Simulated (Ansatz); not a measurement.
**C2H3F2Ga (SMILES C[C](F)(F)[Ga]): density, localisation and related maps**

The calculation's input:

```
crystal:
  periodic: [false, false, false]
  atoms:
    - {symbol: C, position_ang: [-1.421921, -0.367582, 1.768294]}
    - {symbol: C, position_ang: [-0.049580, -0.188221, 1.195616]}
    - {symbol: F, position_ang: [0.025202, 1.065127, 0.609045]}
    - {symbol: F, position_ang: [0.117449, -1.088888, 0.155562]}
    - {symbol: Ga, position_ang: [1.786877, -0.326342, 2.220244]}
    - {symbol: H, position_ang: [-1.529960, -1.375308, 2.195020]}
    - {symbol: H, position_ang: [-2.180469, -0.234041, 0.978504]}
    - {symbol: H, position_ang: [-1.604867, 0.370966, 2.562242]}
basis:
  gaussian:
    orbitals: def2-TZVPD
hamiltonian:
  xc: pbe0
output: {forces: true, orbitals: {seedname: orbitals}}
```

Run with:

```sh
ansatz run input.yaml --threads 2 --pin off --max-ram 4350MiB --events-out events.jsonl --progress --plain --runs-dir runs
```

Geometry: PBE0-D3(BJ)/def2-SVP.

The calculation used isolated molecule in a Gaussian basis; Kohn-Sham density functional theory, functional PBE0 (Ansatz).

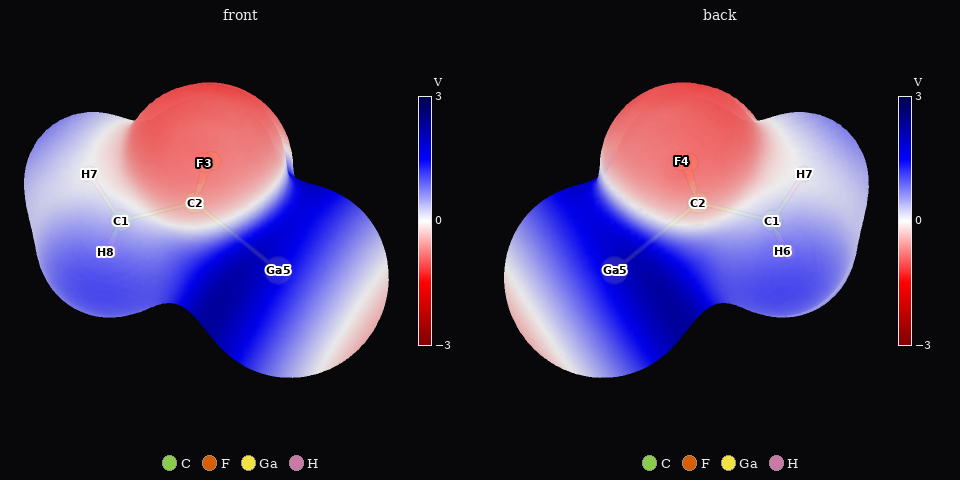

Figure 1. The molecular electrostatic potential painted on the density surface at 0.002 e/bohr³, seen from the front and from behind; the colour scale runs from red (negative) to blue (positive).

Question: Which sites attract a positive test charge, and which a negative one?

Answer: A positive charge is drawn to the negative regions and a negative charge to the positive ones. The most negative region (about −1.1 V, or −25 kcal/mol for a unit charge) lies over F3 and F4, the most positive (about +2.2 V, or +51 kcal/mol for a unit charge) over Ga5.

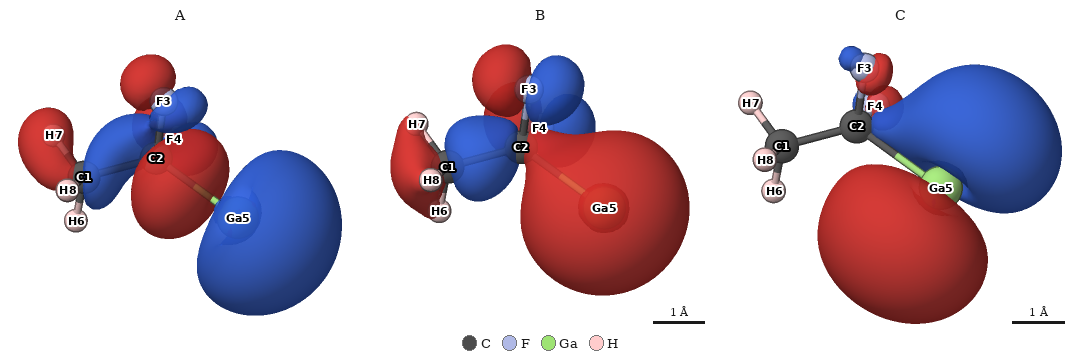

Figure 2. Three frontier orbitals at ±0.08 Å⁻³ᐟ² (red and blue are the two phases), in no order.

Question: Which picture is the HOMO−1, the HOMO and the LUMO?

Answer: B is the HOMO−1 (−9.56 eV). It lies mainly on Ga5 (about 50 %), F4 (about 15 %), F3 (about 15 %), C2 (about 10 %) and C1 (about 10 %). A is the HOMO (−5.98 eV). It lies mainly on Ga5 (about 50 %), C2 (about 25 %), F4 (about 5 %) and F3 (about 5 %). C is the LUMO (−1.81 eV). It lies mainly on Ga5 (about 90 %).

Question: What is the HOMO–LUMO gap?

Answer: 4.17 eV between the orbital energies.

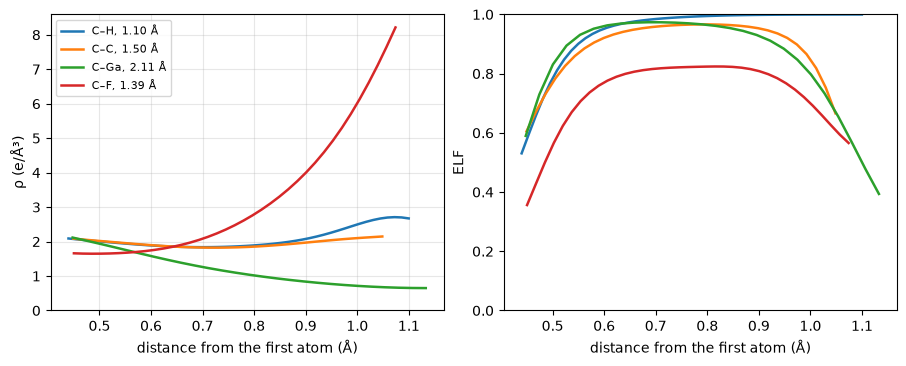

Figure 3. Total electron density and electron localisation function along straight lines between neighbouring atoms. The curves leave out the atomic cores.

Question: What can be read from the curves?

Answer: C–H (1.10 Å): ρ is about 1.9 e/Å³ halfway; the ELF climbs to about 1 towards the hydrogen, as it does in any bond to H: an ordinary covalent bond to hydrogen.
C–C (1.50 Å): the density is about 1.8 e/Å³ at the midpoint; the ELF peaks at about 0.95 between the atoms; a shared electron pair.
C–Ga (2.11 Å): ρ is about 0.67 e/Å³ halfway; the ELF peaks at about 1 in the valence shell of C, 0.7 Å from its nucleus, and is about 0.65 at the midpoint.
C–F (1.39 Å): the density is about 2 e/Å³ at the midpoint, with its minimum of 1.6 e/Å³ about 0.5 Å from C; the ELF peaks at about 0.80 between the atoms (a shared but strongly polarised pair).
